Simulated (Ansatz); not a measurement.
# Calculations on CH₅Si₂

## 1. Relaxation

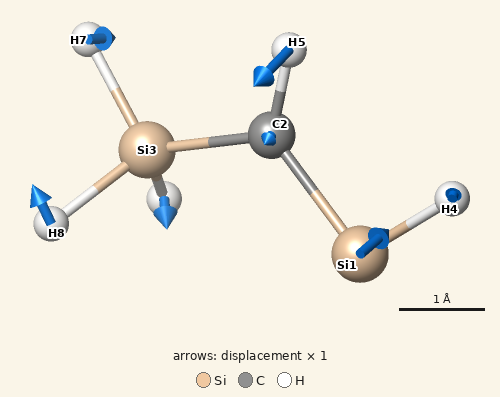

A relaxation of CH₅Si₂ (charge −1). The starting structure is drawn; blue arrows show the displacements, at their true length. The two geometries are superimposed by the best rigid fit.

The picture is a ball-and-stick view, seen from a free direction.

The run prepares an end point of a later path (torsion) calculation, from a guessed geometry.

Computed with RKS B3LYP-D4/def2-SVP (Ansatz). Settings: no spin polarisation; force threshold 0.015 eV/Å; at most 40 steps.

**What did the optimiser do to the structure, and how much energy did it gain?**

Over 11 accepted moves (13 points after the start) the energy falls by 0.113 eV. The largest force component goes from 0.67 to 0.012 eV/Å. The line search rejected the trial steps at points 8, 11 of the run. The forces were under the threshold at step 10, but the run went on from there. An H atom moves most after the best rigid fit: 0.85 Å. Largest moves by element: H 0.85 Å, Si 0.67 Å, C 0.19 Å. Among the contacts that change: H–Si 1.501 → 1.523 Å, C–Si 1.801 → 1.789 Å, C–Si 1.813 → 1.820 Å, C–H 1.096 → 1.103 Å. Bond angles that change, for instance: C–Si–H 117.2° → 112.6°, H–Si–H 100.3° → 104.4°, C–Si–H 102.4° → 98.5°. Groups turn about C–Si by about 55°. Cost: 18 s on 1 thread of Intel(R) Xeon(R) 6975P-C (Granite Rapids) (shared host), peak memory 0.15 GiB.

Limits of the set-up: the basis has no diffuse functions, which an anion needs.

## 2. Relaxation

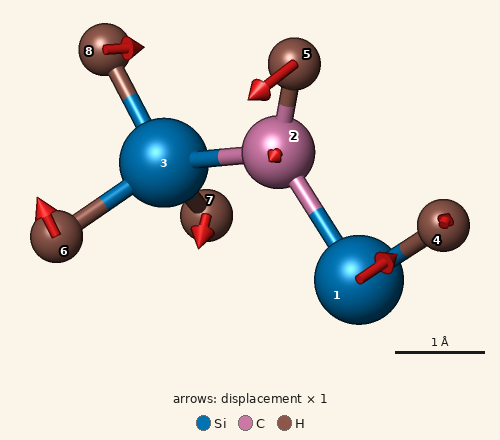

This is a relaxation of CH5Si2 (charge −1). The starting structure is drawn; red arrows show the displacements, at their true length. The two geometries are superimposed by the best rigid fit.

The picture is a ball-and-stick view, seen from a free direction.

The run prepares an end point of a later path (torsion) calculation, from a guessed geometry.

Level of theory: Ansatz, RKS B3LYP-D4/def2-SVP.

The input:
```yaml
crystal:
  periodic: [false, false, false]
  atoms:
    - { symbol: Si, position_ang: [-1.85872, 0.6392, -0.7631] }
    - { symbol: C, position_ang: [-0.10994, 0.22115, -0.65231] }
    - { symbol: Si, position_ang: [0.63872, -0.39135, 0.88098] }
    - { symbol: H, position_ang: [-2.00531, 1.07769, -2.26349] }
    - { symbol: H, position_ang: [0.55497, 0.29912, -1.5204] }
    - { symbol: H, position_ang: [0.12612, -1.70429, 1.42262] }
    - { symbol: H, position_ang: [0.4703, 0.54412, 2.04283] }
    - { symbol: H, position_ang: [2.12889, -0.6582, 0.89066] }
total_charge: -1
basis:
  gaussian: { orbitals: def2-SVP }
hamiltonian:
  xc: b3lyp
  dispersion: d4
relax:
  f_tol: 0.015
  max_steps: 40
output:
  orbitals: {}
```

Launched with:
```bash
ansatz run input.yaml --threads 1 --pin off --max-ram 2048MiB --backend cpu --events-out ev --progress --plain --runs-dir out
```

What did the optimiser do to the structure, and how much energy did it gain?

The energy falls by 3.10 kcal/mol in 10 accepted moves (12 points after the start). Largest force component: 0.44 eV/Å at the start, 0.0023 eV/Å at the end. The line search rejected the trial steps at points 8, 11 of the run. The largest move after the best rigid fit is that of H5, 0.84 Å. Largest moves by element: H 0.84 Å, Si 0.68 Å, C 0.19 Å. Some distances before and after: Si3–H6 1.510 → 1.522 Å, Si1–C2 1.801 → 1.789 Å, C2–Si3 1.813 → 1.820 Å, C2–H5 1.096 → 1.103 Å. Bond angles that change, for instance: C2–Si1–H4 102.4° → 98.5°, H7–Si3–H8 102.4° → 104.5°. Groups turn about C2–Si3 by about 55°. Cost: 17 s on 1 thread of Intel(R) Xeon(R) 6975P-C (Granite Rapids), with other jobs on the host, peak memory 0.14 GiB.

Limits of the set-up: the basis has no diffuse functions, which an anion needs.

## 3. Path

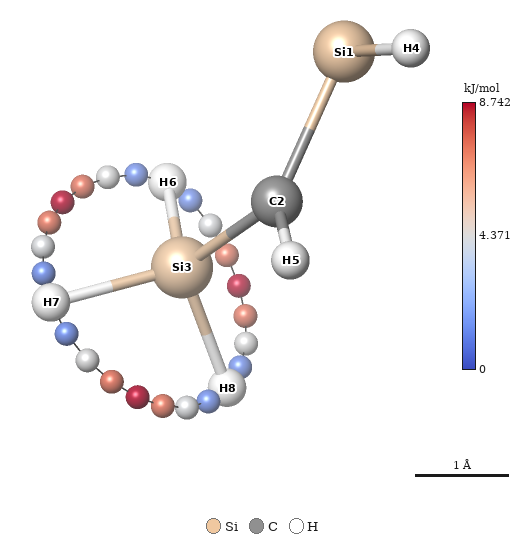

A nudged-elastic-band calculation for CH5Si2 (charge −1). Images are numbered from 0 (start) to 8 (end). The start is drawn whole; smaller spheres mark the moving atoms (H) in the later images, joined by lines and coloured by the energy of the image relative to the start. A ball-and-stick model, seen from a free direction.

Computed with RKS B3LYP-D4/def2-SVP (Ansatz). Run with 7 movable images; climbing image; force threshold 0.03 eV/Å; iteration limit 60; starting path through a guess of the saddle point.

### What moves, how far, and at what cost in energy?

The motion is a rotation about the C2–Si3 bond by about 120°. No bond forms or breaks between the ends. Among the angles between lasting bonds that change up to the highest image: C2–Si3–H6 112.6° → 117.2°, C2–Si3–H8 116.5° → 112.7°. The two ends have the same energy, and the highest point, image 4, lies 8.7 kJ/mol above the start. The band is converged. At the top, the vibrational analysis gives one imaginary mode (167i cm⁻¹), as a transition state must have.

Limits of the set-up: the basis has no diffuse functions, which an anion needs.
